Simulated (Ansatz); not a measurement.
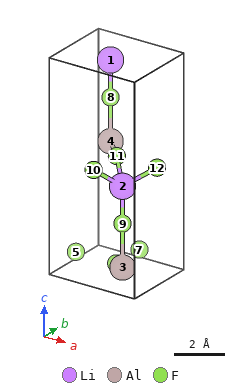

Starting structure of solid LiAlF₄ (a generated structure, set up in P6_3mc) (coarse preliminary run). Style: ball-and-stick. Shown: the cell of the calculation, slightly off an axis.

All numbers below come from DFT PBE, scalar-relativistic, plane waves, PAW (Ansatz).

The input:
```yaml
crystal:
  lattice:
    - [5.51141947, 0.0, 0.0]
    - [-2.75570974, 4.77302928, 0.0]
    - [0.0, 0.0, 9.00011081]
  atoms:
    - { symbol: Li, position: [0.33333333, 0.66666667, 0.93749999] }
    - { symbol: Li, position: [0.66666667, 0.33333333, 0.43749999] }
    - { symbol: Al, position: [0.66666667, 0.33333333, 0.06250001] }
    - { symbol: Al, position: [0.33333333, 0.66666667, 0.56250001] }
    - { symbol: F, position: [0.01914325, 0.50957162, 0.03762398] }
    - { symbol: F, position: [0.49042838, 0.50957162, 0.03762398] }
    - { symbol: F, position: [0.49042838, 0.98085675, 0.03762398] }
    - { symbol: F, position: [0.33333333, 0.66666667, 0.76517818] }
    - { symbol: F, position: [0.66666667, 0.33333333, 0.26517818] }
    - { symbol: F, position: [0.50957162, 0.01914325, 0.53762398] }
    - { symbol: F, position: [0.50957162, 0.49042838, 0.53762398] }
    - { symbol: F, position: [0.98085675, 0.49042838, 0.53762398] }
basis:
  ecutwfc: 420
kpoints:
  mp_grid: { grid: [6, 6, 2] }
hamiltonian:
  xc: pbe
scf:
  occupations: { method: gaussian, width: 0.1 }
  lower_state_search: "off"
output:
  forces: true
  stress: true
  eigenvalues: true
relax:
  adjacent_minimum: "off"
  f_tol: 0.04
  max_steps: 70
  cell: { stress_tol: 0.4 }
```

Command:
```bash
ansatz run input.yaml --threads 1 --pin off --max-ram 2560MiB --backend cpu --events-out ev --progress --plain --runs-dir out
```

Question: What does the optimiser find from here?

Answer: The energy falls by 166 meV per atom in 6 accepted moves (8 points after the start). Largest force component: 3.5 eV/Å at the start, 0.037 eV/Å at the end. Pressure: 2.75 GPa at the start and 0.26 GPa at the end. At 2 points the geometry stayed and the basis and grid were re-selected for the new cell (energy shift of 13.7 meV per atom at most each time). The largest moves relative to the cell, 0.21 Å, are those of F5, F6, F7, F10, F11 and F12. F11 goes roughly along [−1 1 −1]. Largest moves by element: F 0.21 Å, Al 0.20 Å, Li 0.20 Å. The volume changes by +16.4 %, with a = b 5.511 → 5.797 Å (+5.2 %), c 9.000 → 9.470 Å (+5.2 %). Among the contacts that change: Li1–F8 1.551 → 1.856 Å, Al3–F9 1.824 → 1.694 Å, Li1–F5 1.750 → 1.856 Å. Bond angles that change, for instance: Li2–F12–Al4 156.6° → 179.9°, F10–Li2–F11 95.9° → 109.4°, F5–Al3–F9 97.6° → 109.4°. The space group stays P6_3mc (No. 186).

The structure at the end:

```
Li Al F
1.0
     5.79716    0.00000    0.00000
    -2.89858    5.02048    0.00000
     0.00000    0.00000    9.47045
Li Al F
2 2 8
Direct
  0.33333 0.66667 0.95867
  0.66667 0.33333 0.45867
  0.66667 0.33333 0.08380
  0.33333 0.66667 0.58380
  0.98489 0.49244 0.02429
  0.50756 0.49244 0.02429
  0.50756 0.01511 0.02429
  0.33333 0.66667 0.76270
  0.66667 0.33333 0.26270
  0.49244 0.98489 0.52429
  0.49244 0.50756 0.52429
  0.01511 0.50756 0.52429
```

After the run, drawn alike:

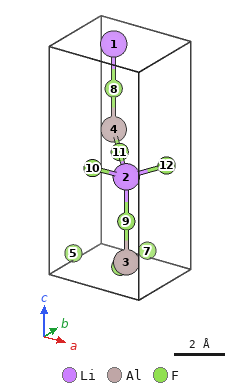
